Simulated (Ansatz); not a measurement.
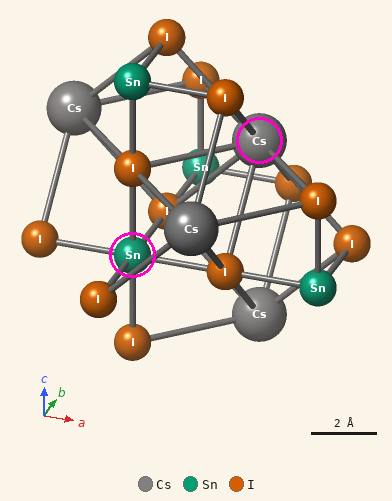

Perfect CsSnI3. The picture is a ball-and-stick view of the atoms within 6.5 Å of one point, seen from a free direction.

Theory: DFT, PBEsol, PAW, plane waves (Ansatz 0.2.0). (plane-wave cutoff 420 eV; k-point mesh 1 × 1 × 1; mesh shifted by (0.25, 0.25, 0.25); collinear spin) Fermi-Dirac smearing of 0.01 eV. The axes drawn are those of the host's conventional cell.

A caesium atom is replaced by titanium and a tin atom is replaced by caesium, the two sites 5.3 Å apart at the ringed places, in charge state 0. The supercell has 40 sites, and the atoms are relaxed at the host's cell.

Q: Predict the relaxed surroundings of the defect.

A: In the host the Cs atom has ; the Ti atom ends with 4 I at 2.70 to 2.72 Å. In the host the Sn atom has 6 I at 3.08 Å; the Cs atom ends with 5 I at 3.58 to 3.85 Å. Of the host's atoms, an iodine atom moves furthest from its site, by 2.63 Å. The Ti atom itself moves 2.77 Å from where it was put. The Cs atom itself moves 1.63 Å from where it was put. The cell's net moment is 2.00 μB.

The relaxed defect, seen from the same direction:

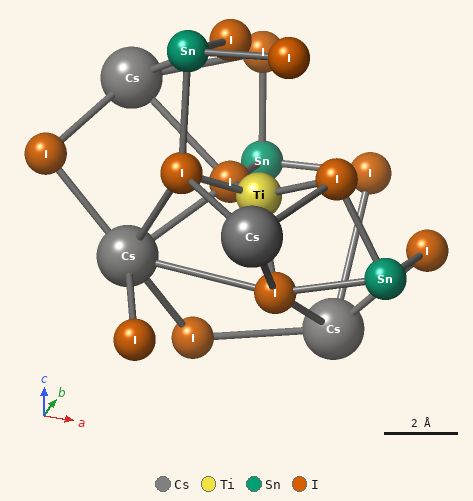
